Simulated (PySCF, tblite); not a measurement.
# C₅H₆Cl₂O: dynamics, then NMR shifts on frames

Aim: move C₅H₆Cl₂O (`CC(=O)/C=C(/Cl)CCl`) away from its starting geometry and see how NMR shifts follow the geometry.

Computed with tblite 0.8.0 and PySCF 2.14.0, with density-fitted response routines of our own, on a single molecule in the gas phase. Atoms count from 0, in the outputs and in this text.

## 1. The molecule as given

14 atoms, charge 0, multiplicity 1; geometry from: GFN2-xTB.

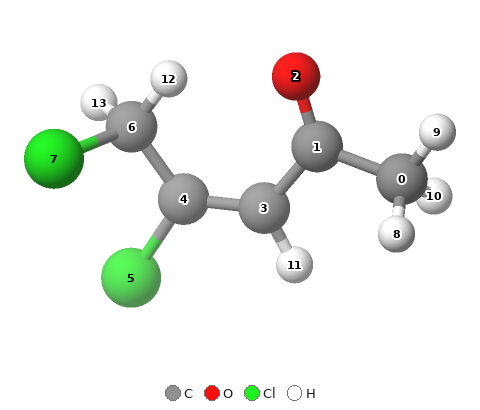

As it starts; carbon grey, oxygen red, chlorine green, hydrogen white, atoms numbered; sticks join atoms by distance.

## 2. A short Langevin run with GFN2-xTB

What the job is given:

```
{"job": {"kind": "md", "xc": "GFN2-xTB", "basis": "xTB", "temperature": 300, "steps": 2000, "every": 50, "frames": 5}, "charge": 0, "multiplicity": 1}
C     -2.400113    -0.025428     0.279056
C     -0.977095    -0.440733     0.010794
O     -0.637175    -1.602018    -0.038145
C     -0.068743     0.703699    -0.193844
C      1.264548     0.632007    -0.292535
Cl     2.174702     2.077342    -0.528222
C      2.087447    -0.600549    -0.183536
Cl     3.139142    -0.478273     1.265671
H     -2.435222     0.631435     1.145617
H     -3.016332    -0.902036     0.458242
H     -2.787898     0.522278    -0.577783
H     -0.544544     1.670992    -0.262858
H      1.450053    -1.476956    -0.062681
H      2.750552    -0.712232    -1.041943
```

Level: GFN2-xTB Langevin dynamics, gas phase.

The run is started by

```sh
$ OMP_NUM_THREADS=1 python probes_run.py task.json out
```

The driver reads the jobs from task.json and runs them one after another.

What it wrote:

```text
t/fs     T/K      E/eV
    0.0   232.4   -732.02091
   25.0   209.7   -731.74538
   50.0   231.9   -731.68964
   75.0   160.1   -731.56430
  100.0   207.7   -731.69410
  125.0   220.6   -731.68019
  150.0   255.9   -731.69178
  175.0   282.2   -731.76762
  200.0   249.5   -731.58371
  225.0   295.7   -731.66805
  250.0   264.3   -731.61697
  275.0   220.2   -731.53419
  300.0   279.9   -731.64848
  325.0   319.1   -731.53743
  350.0   346.0   -731.50040
  375.0   325.5   -731.62478
  400.0   298.9   -731.66352
  425.0   243.2   -731.47691
  450.0   307.4   -731.44892
  475.0   246.3   -731.37205
  500.0   299.6   -731.44696
  525.0   301.8   -731.47938
  550.0   437.5   -731.60350
  575.0   324.9   -731.49151
  600.0   387.8   -731.64918
  625.0   321.1   -731.56368
  650.0   398.2   -731.62032
  675.0   384.2   -731.51668
  700.0   299.2   -731.60244
  725.0   280.9   -731.58778
  750.0   216.3   -731.37539
  775.0   330.9   -731.56705
  800.0   386.8   -731.36643
  825.0   334.4   -731.36738
  850.0   406.9   -731.54846
  875.0   395.2   -731.57085
  900.0   387.6   -731.53794
  925.0   348.1   -731.56321
  950.0   248.5   -731.52565
  975.0   254.5   -731.67839
 1000.0   256.1   -731.60969
```

Wall time 15 s (1 thread of Arm Neoverse V1, shared host).

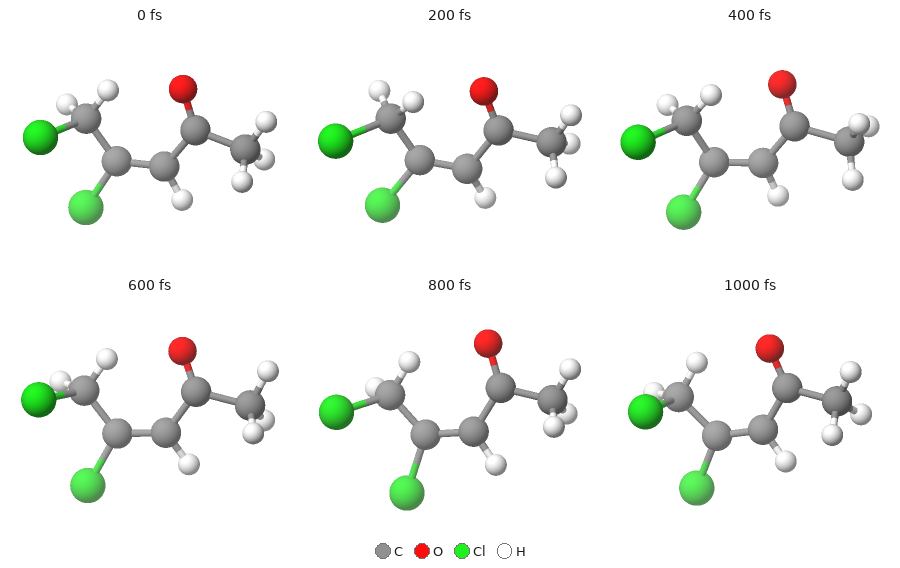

Frames of the run.

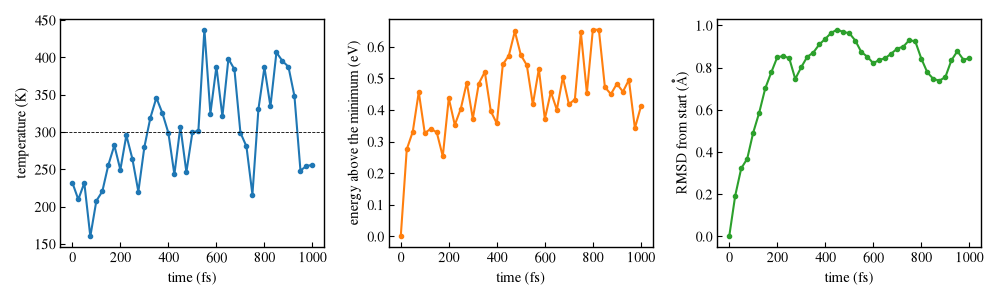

Temperature, potential energy and distance from the start.

Positions (Å) and forces (eV/Å) at 1000 fs:

```xyz
14

C    -1.835   -1.081    0.917    1.658    2.765    0.752
C    -0.379   -1.250    0.413   -1.189    0.869    1.160
O     0.123   -2.309    0.223    0.489   -1.821   -0.485
C     0.324    0.017    0.305   -0.464    1.201    0.722
C     1.623    0.277    0.179    1.025   -0.344   -0.703
Cl    2.240    1.887   -0.064   -0.299   -0.330    0.325
C     2.682   -0.787    0.141   -0.166   -0.043    0.145
Cl    3.345   -0.881    1.849    0.003    0.144   -0.760
H    -2.390   -0.494    0.192   -0.135   -0.218   -0.177
H    -1.840   -0.411    1.872    0.160   -1.279   -1.419
H    -2.255   -2.006    1.115   -0.822   -1.514    0.284
H    -0.341    0.820    0.578    0.011    0.538   -0.507
H     2.192   -1.748   -0.015    0.051   -0.108   -0.065
H     3.483   -0.639   -0.610   -0.321    0.140    0.726
```

## 3. NMR shieldings: 250 fs, PBE0/pcSseg-1

What the job is given:

```
{"job": {"kind": "nmr", "xc": "PBE0", "basis": "pcSseg-1", "pop": false}, "charge": 0, "multiplicity": 1}
C     -2.549100    -0.400400    -0.072100
C     -1.088300    -0.793300    -0.127000
O     -0.779100    -1.976600    -0.102200
C     -0.150100     0.354900    -0.093100
C      1.177800     0.313500    -0.066700
Cl     2.243900     1.644800    -0.384200
C      1.887900    -0.986200     0.265900
Cl     3.354100    -0.659000     1.305200
H     -2.861600     0.080300    -1.028200
H     -2.644600     0.241700     0.774500
H     -3.207800    -1.275100     0.098800
H     -0.715500     1.282600    -0.119000
H      1.326000    -1.783000     0.772500
H      2.388000    -1.281000    -0.652700
```

With the program's defaults for keys left out, this is: GIAO PBE0/pcSseg-1 NMR shielding, non-relativistic, gas phase.

What it wrote:

```text
coarse grid: 13488 points
cycle   1  E = -1188.8318779095  dE =  1.091e+00  |g| = 8.501e-01  |ddm| = 3.546e+00
cycle   2  E = -1188.2710519438  dE =  5.608e-01  |g| = 1.829e+00  |ddm| = 2.961e+00
cycle   3  E = -1188.9810688169  dE = -7.100e-01  |g| = 1.596e-01  |ddm| = 2.361e+00
cycle   4  E = -1188.9856199544  dE = -4.551e-03  |g| = 8.962e-02  |ddm| = 2.301e-01
cycle   5  E = -1188.9871288544  dE = -1.509e-03  |g| = 3.417e-02  |ddm| = 9.943e-02
cycle   6  E = -1188.9874161303  dE = -2.873e-04  |g| = 8.537e-03  |ddm| = 3.765e-02
cycle   7  E = -1188.9874304910  dE = -1.436e-05  |g| = 2.868e-03  |ddm| = 7.712e-03
cycle   8  E = -1188.9874322077  dE = -1.717e-06  |g| = 8.633e-04  |ddm| = 3.206e-03
final grid: 122976 points
cycle   9  E = -1189.0447438767  dE = -2.095e-05  |g| = 1.285e-02  |ddm| = 2.831e-02
cycle  10  E = -1189.0446517701  dE =  9.211e-05  |g| = 2.513e-02  |ddm| = 3.141e-02
cycle  11  E = -1189.0447756466  dE = -1.239e-04  |g| = 2.333e-03  |ddm| = 2.265e-02
cycle  12  E = -1189.0447766385  dE = -9.919e-07  |g| = 5.407e-04  |ddm| = 2.328e-03
cycle  13  E = -1189.0447767010  dE = -6.252e-08  |g| = 1.654e-04  |ddm| = 7.625e-04
cycle  14  E = -1189.0447767068  dE = -5.748e-09  |g| = 5.806e-05  |ddm| = 2.056e-04
cycle  15  E = -1189.0447767076  dE = -7.881e-10  |g| = 1.631e-05  |ddm| = 6.543e-05
converged SCF energy = -1189.0447767076

GIAO shielding tensors (ppm)
atom      isotropic    diamagn.    paramagn.     s11        s22        s33       span
  0 C      147.677     252.147    -104.470    122.398    135.204    185.429     63.031
  1 C      -18.289     245.998    -264.287   -112.451    -37.405     94.989    207.440
  2 O     -349.320     402.156    -751.476   -983.372   -408.396    343.806   1327.178
  3 C       58.564     257.037    -198.473    -30.806     72.189    134.308    165.115
  4 C       15.618     255.449    -239.831    -79.592     28.095     98.351    177.943
  5 Cl     645.032    1146.308    -501.277    432.803    604.011    898.281    465.478
  6 C      128.289     239.117    -110.828     94.848    142.177    147.841     52.993
  7 Cl     797.027    1144.333    -347.306    575.628    740.722   1074.731    499.103
  8 H       28.509      27.918       0.591     25.335     27.975     32.216      6.881
  9 H       29.717      30.120      -0.403     26.647     30.195     32.309      5.662
 10 H       28.939      27.579       1.360     25.762     27.343     33.711      7.948
 11 H       25.230      33.149      -7.918     21.285     22.284     32.122     10.837
 12 H       25.476      27.146      -1.670     17.738     25.264     33.427     15.689
 13 H       27.252      26.545       0.707     21.898     26.913     32.944     11.046
```

It took 28 s on 1 thread of Arm Neoverse V1, shared host; peak memory 0.84 GiB.

Shifts follow as δ = σ(reference) − σ, with reference shieldings (ppm) from runs at the same level and on the same kind of geometry: 1H TMS 31.72, 13C TMS 186.9, 17O H2O 336.1, 35Cl HCl 950. The references are single molecules in the gas phase, so shifts against H2O, NH3, PH3, H3PO4 or CFCl3 are not on the usual liquid scales and can be off by tens of ppm. Each atom is listed at this fixed geometry, with no averaging over motion; a spectrum would average atoms that exchange fast.

```tsv
atoms	environment	σ (ppm)	δ (ppm)
C1	ketone carbonyl carbon	-18.3	205.2
C4	β carbon of a C=C–C=O unit	15.6	171.3
C3	α carbon of a C=C–C=O unit	58.6	128.4
C6	allylic sp3 CH2 bonded to Cl	128.3	58.6
C0	methyl carbon α to a carbonyl	147.7	39.2
H11	hydrogen on an α carbon of a C=C–C=O unit	25.23	6.49
H12	hydrogen on an allylic sp3 CH2 bonded to Cl	25.48	6.24
H13	hydrogen on an allylic sp3 CH2 bonded to Cl	27.25	4.46
H8	hydrogen on a methyl carbon α to a carbonyl	28.51	3.21
H10	hydrogen on a methyl carbon α to a carbonyl	28.94	2.78
H9	hydrogen on a methyl carbon α to a carbonyl	29.72	2.00
O2	ketone oxygen	-349.3	685.4
Cl5	chlorine bonded to C	645	305
Cl7	chlorine bonded to C	797	153
```

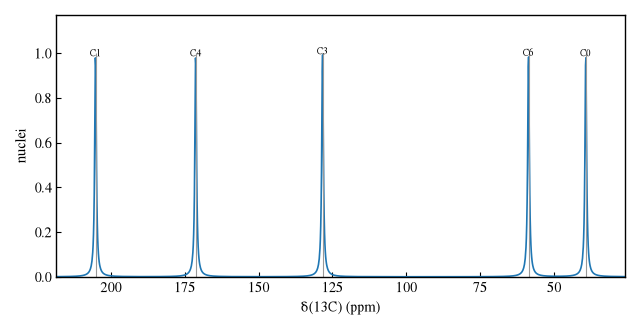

13C lines at the computed shifts, without couplings. Lines are broadened to a width of 0.66 ppm (Lorentzian).

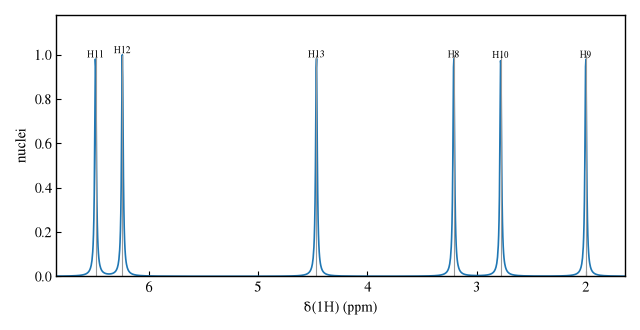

1H lines at the computed shifts, without couplings. Lines are broadened to a width of 0.02 ppm (Lorentzian).

The fields below are evaluated on a grid from the run's orbitals.

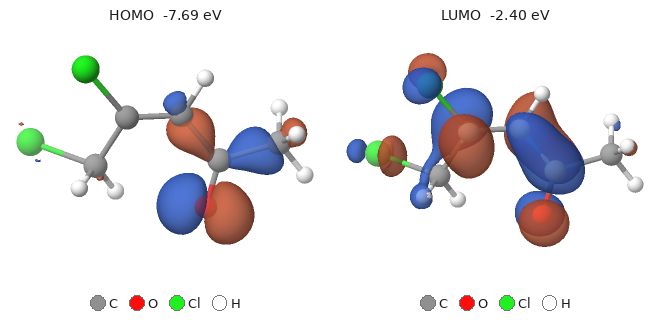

Frontier orbitals at PBE0/pcSseg-1; each surface holds 70 % of the orbital's density, blue and red mark the sign.

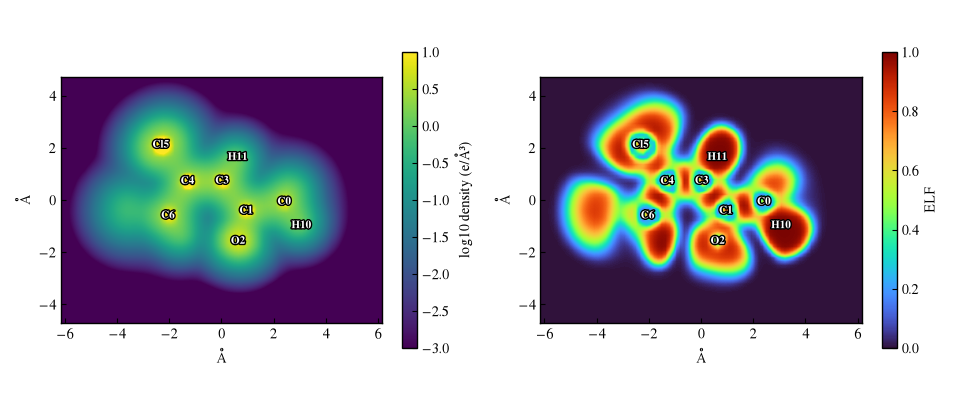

Density (left) and ELF (right) in a plane through or near 9 of the atoms.

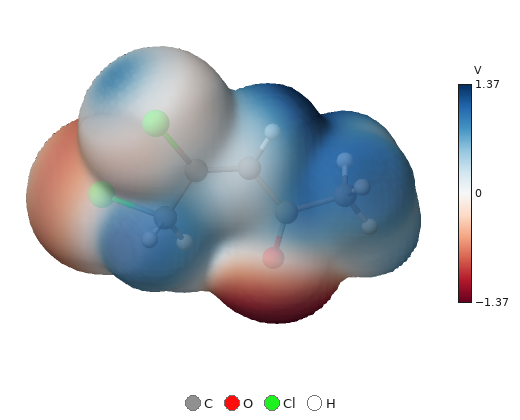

Electrostatic potential on the surface of density 0.002 e/bohr³; red is low, blue high. It runs, from the 1st to the 99th percentile, from -1.37 V near O2 to 1.31 V near H11.

## 4. Shielding tensors: 425 fs, PBE0/pcSseg-1

What the job is given:

```
{"job": {"kind": "nmr", "xc": "PBE0", "basis": "pcSseg-1", "pop": false}, "charge": 0, "multiplicity": 1}
C     -2.290100    -0.585500    -0.151200
C     -0.858200    -0.968200    -0.330800
O     -0.419400    -2.111300    -0.367800
C      0.006000     0.229800    -0.317000
C      1.315200     0.078900    -0.074900
Cl     2.238200     1.518500    -0.009800
C      2.100200    -1.131100     0.197900
Cl     3.205100    -0.976100     1.640900
H     -2.948500    -0.816100    -0.984300
H     -2.151400     0.448600     0.073500
H     -2.632900    -1.142700     0.729900
H     -0.269700     1.300700    -0.433200
H      1.360500    -1.933500     0.463200
H      2.707600    -1.408700    -0.600600
```

With the program's defaults for keys left out, this is: GIAO PBE0/pcSseg-1 NMR shielding, non-relativistic, gas phase.

What it wrote:

```text
coarse grid: 13488 points
cycle   1  E = -1188.8404591968  dE =  1.231e+00  |g| = 8.219e-01  |ddm| = 3.571e+00
cycle   2  E = -1188.3532560524  dE =  4.872e-01  |g| = 1.735e+00  |ddm| = 2.679e+00
cycle   3  E = -1188.9762526378  dE = -6.230e-01  |g| = 1.660e-01  |ddm| = 2.101e+00
cycle   4  E = -1188.9813517156  dE = -5.099e-03  |g| = 8.267e-02  |ddm| = 2.197e-01
cycle   5  E = -1188.9825838313  dE = -1.232e-03  |g| = 3.585e-02  |ddm| = 9.698e-02
cycle   6  E = -1188.9829028254  dE = -3.190e-04  |g| = 7.153e-03  |ddm| = 3.817e-02
cycle   7  E = -1188.9829132170  dE = -1.039e-05  |g| = 2.348e-03  |ddm| = 6.732e-03
cycle   8  E = -1188.9829143643  dE = -1.147e-06  |g| = 6.961e-04  |ddm| = 2.773e-03
final grid: 122976 points
cycle   9  E = -1189.0395303123  dE = -2.252e-05  |g| = 1.251e-02  |ddm| = 2.919e-02
cycle  10  E = -1189.0394455158  dE =  8.480e-05  |g| = 2.427e-02  |ddm| = 2.947e-02
cycle  11  E = -1189.0395600307  dE = -1.145e-04  |g| = 2.232e-03  |ddm| = 2.121e-02
cycle  12  E = -1189.0395609338  dE = -9.031e-07  |g| = 5.584e-04  |ddm| = 2.373e-03
cycle  13  E = -1189.0395609996  dE = -6.571e-08  |g| = 1.735e-04  |ddm| = 7.523e-04
cycle  14  E = -1189.0395610060  dE = -6.487e-09  |g| = 5.699e-05  |ddm| = 1.985e-04
cycle  15  E = -1189.0395610068  dE = -7.869e-10  |g| = 1.529e-05  |ddm| = 6.943e-05
converged SCF energy = -1189.0395610068

GIAO shielding tensors (ppm)
atom      isotropic    diamagn.    paramagn.     s11        s22        s33       span
  0 C      154.523     255.656    -101.133    137.507    140.859    185.203     47.696
  1 C      -16.974     247.407    -264.381   -108.257    -45.287    102.622    210.879
  2 O     -302.297     401.571    -703.869   -877.123   -388.613    358.845   1235.968
  3 C       44.942     259.212    -214.270    -56.276     74.660    116.443    172.719
  4 C       13.565     257.258    -243.692    -90.945     21.973    109.668    200.613
  5 Cl     627.288    1147.139    -519.851    428.603    550.029    903.232    474.629
  6 C      135.864     243.969    -108.104    102.262    141.109    164.222     61.959
  7 Cl     787.863    1144.996    -357.133    550.086    726.857   1086.645    536.559
  8 H       29.136      27.978       1.157     26.265     26.910     34.233      7.968
  9 H       29.180      31.206      -2.026     24.646     29.507     33.388      8.742
 10 H       29.320      28.572       0.749     26.646     27.756     33.559      6.914
 11 H       23.585      31.638      -8.052     19.338     20.398     31.021     11.683
 12 H       24.180      27.398      -3.219     15.576     22.685     34.279     18.704
 13 H       28.700      28.328       0.372     23.254     27.843     35.003     11.748
```

Run time: 21 s. Hardware: 1 thread of Arm Neoverse V1, shared host; peak memory 0.89 GiB.

This run: δ C1 203.9, C4 173.4, C3 142.0, C6 51.1, H11 8.13, H12 7.54 ppm.

(Part 1 of 2 ends here.)
